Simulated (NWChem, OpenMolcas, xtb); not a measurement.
**How methods differ on CH2InN (SMILES [H][In]([H])[C]#N)**

The species is CH2InN (5 atoms), meant as a singlet with charge 0. SMILES: `[H][In]([H])[C]#N`. The shape comes from GFN2-xTB, which is rough for such elements, and wasn't checked as a minimum.

Each level gives the dipole moment (D). The values are calculated.

```csv
level,kind,program,value (D),CPU time
GFN2-xTB,semi-empirical,xtb,3.21,under 2 s
GFN0-xTB,semi-empirical,xtb,4.74,under 2 s
GFN1-xTB,semi-empirical,xtb,4.35,under 2 s
HF/ANO-R0 (sfX2C),Hartree–Fock,OpenMolcas,0.73,3.8 s
HF/STO-3G,Hartree–Fock,NWChem,4.05,4.5 s
HF/def2-SVP (core potential),Hartree–Fock,NWChem,4.37,8.4 s
BP86/def2-SVP (core potential),GGA,NWChem,3.92,13 s
PBE/def2-SVPD (core potential),GGA,NWChem,4.15,24 s
PBE0/def2-SVP (core potential),global hybrid,NWChem,4.10,11 s
CAM-B3LYP/def2-SVPD (core potential),range-separated hybrid,NWChem,4.39,49 s
```

All-electron rows without a relativistic Hamiltonian named are non-relativistic, while core potentials hold scalar relativity, so basis and relativity change together. The values span 0.73 to 4.74 D. Magnitudes only. Sets without polarisation functions give poor dipoles. Without the sets that lack polarisation functions the rows with a basis span only 3.92 to 4.39 D. CPU times are rough (shared hosts, several kinds of processor and program).

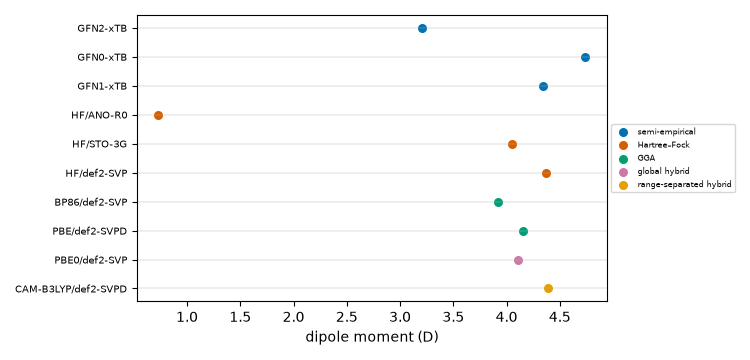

The values of the table, level by level.
